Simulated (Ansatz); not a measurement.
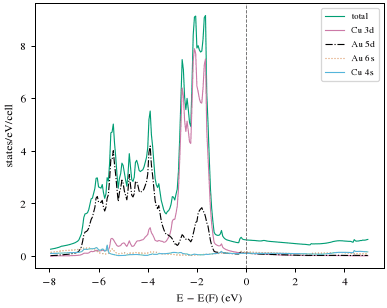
Fig. 1. Total and projected density of states of CuAu (L1₀ or tetragonal B2, P4/mmm), DFT-PBE in the program Ansatz with PAW potentials

Problem. Which orbitals carry the states next to the Fermi level?

Solution. Within 0.5 eV of the Fermi level: Au 6s 24 %, Cu 3d 19 %, Cu 4s 17 %, Au 5d 17 %, outside the projected shells 23 %. Projections are on Löwdin-orthogonalised atomic valence shells; empty p or d shells of many metals are not among them.

Problem. Where is the tallest occupied peak in this window, and what makes it?

Solution. Near -1.6 eV, about 9.2 states/eV per cell; the largest projected share is Cu 3d.

The PBE relaxation kept the symmetry of its start. The run is not spin-polarised. Spin–orbit coupling is left out wherever it is not named.

Potentials: the later of the program's two PAW sets.
